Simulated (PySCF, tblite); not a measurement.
**C3H5NOSSi: geometry, infrared bands and NMR shifts**

Wanted: the infrared bands and NMR shifts of C3H5NOSSi (`[SiH3]Sc1ccon1`), by calculation.

The runs use tblite 0.8.0 and PySCF 2.14.0, with density-fitted response routines of our own; the level of theory stands in each step. All values are computed, except where a source is named. Atoms count from 0, in the outputs and in this text.

## 1. The starting structure

12 atoms, charge 0, multiplicity 1; geometry from: force field or distance geometry start.

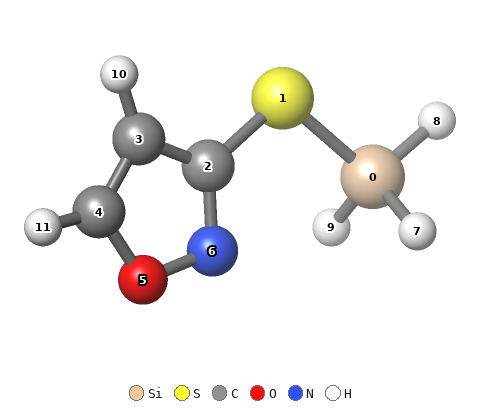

As it starts; silicon light orange, sulfur yellow, carbon grey, oxygen red, nitrogen blue, hydrogen white, atoms numbered.

## 2. Geometry optimisation with GFN2-xTB

What the job is given:

```
{"job": {"kind": "relax", "xc": "GFN2-xTB", "basis": "xTB"}, "charge": 0, "multiplicity": 1}
Si    -2.623400     0.120600     0.129800
S     -0.985200     0.300600     1.471500
C      0.463600     0.031000     0.534300
C      1.758300     0.074200     1.051100
C      2.559700    -0.188000    -0.015000
O      1.786700    -0.359400    -1.128900
N      0.457500    -0.216400    -0.783100
H     -2.543100     1.172300    -0.918000
H     -3.879100     0.337100     0.902300
H     -2.683400    -1.241400    -0.451200
H      2.067100     0.245200     2.075400
H      3.622500    -0.276500    -0.173500
```

Command:

```sh
OMP_NUM_THREADS=1 python probes_run.py task.json out
```

One launch serves the whole session: the jobs run in the order shown.

**Question.** This job is followed by: GFN2-xTB harmonic vibrations, gas phase; GIAO PBE0/pcSseg-1 NMR shielding, non-relativistic, gas phase. What will the session give for the following? strongest single infrared mode (GFN2-xTB); zero-point energy (GFN2-xTB); 13C shifts against TMS (PBE0/pcSseg-1); 1H shifts against TMS (PBE0/pcSseg-1, means over atoms taken as alike); 29Si shifts against TMS (PBE0/pcSseg-1); 33S shifts against CS2 (PBE0/pcSseg-1); 17O shifts against H2O (PBE0/pcSseg-1); 15N shifts against NH3 (PBE0/pcSseg-1).

As calculated:

| quantity | value |
| --- | --- |
| strongest single infrared mode (GFN2-xTB) | 780 cm⁻¹, 391 km/mol |
| zero-point energy (GFN2-xTB) | 45.9 kcal/mol |
| 13C shifts against TMS (PBE0/pcSseg-1) | 166.6, 166.0, 112.3 ppm |
| 1H shifts against TMS (PBE0/pcSseg-1, means over atoms taken as alike) | 8.46, 6.49, 4.83 ppm |
| 29Si shifts against TMS (PBE0/pcSseg-1) | -61.1 ppm |
| 33S shifts against CS2 (PBE0/pcSseg-1) | -147 ppm |
| 17O shifts against H2O (PBE0/pcSseg-1) | 401.8 ppm |
| 15N shifts against NH3 (PBE0/pcSseg-1) | 391.0 ppm |

What this shows: Over 38 steps the energy fell by 0.271 eV; of the close pairs, Si0–S1 changed most, 2.125 to 2.181 Å. All 30 modes are real, so the xTB geometry is a minimum. Unscaled tight-binding wavenumbers are off by several per cent, some by more. Its intensities can rank the bands wrongly. At PBE0/pcSseg-1: Shielding is most anisotropic at S1 (span 464 ppm, paramagnetic term -407 ppm). NICS(1)zz of -25 ppm above the planar ring from C2 marks a diatropic (aromatic) ring current.
